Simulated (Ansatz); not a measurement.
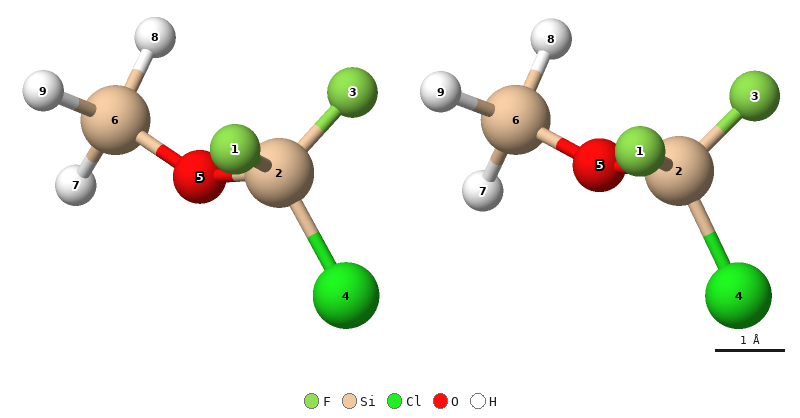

Two geometries of Si2H3OClF2, drawn at one scale. One is the start of a relaxation, the other its converged end. Style: ball-and-stick. Shown from a free direction.

These are results of RKS PBE0-D4/def2-TZVP (Ansatz 0.2.0), not measurements. (force threshold 0.005 eV/Å; at most 150 steps)

**Which of the two is the end point?**

The right one is the relaxed one. The start comes from PBE-D4/def2-SVP. The atom that moves furthest after the best rigid fit is O5 (0.18 Å). Largest moves by element: O 0.18 Å, Cl 0.15 Å, H 0.14 Å, F 0.08 Å, Si 0.03 Å. Near-neighbour distances that change, for instance: O5–Si6 1.688 → 1.645 Å, F1–Si2 1.616 → 1.574 Å, Si2–O5 1.627 → 1.587 Å, Si2–Cl4 2.036 → 2.011 Å. Among the angles between lasting bonds that change: Si2–O5–Si6 146.9° → 158.2°. After 10 accepted moves (11 points after the start) the energy has fallen by 3.08 kcal/mol. Largest force component: 1.2 eV/Å at the start, 0.00065 eV/Å at the end. The line search rejected the trial step at point 6 of the run. The run took about 100 core-seconds on a shared host.
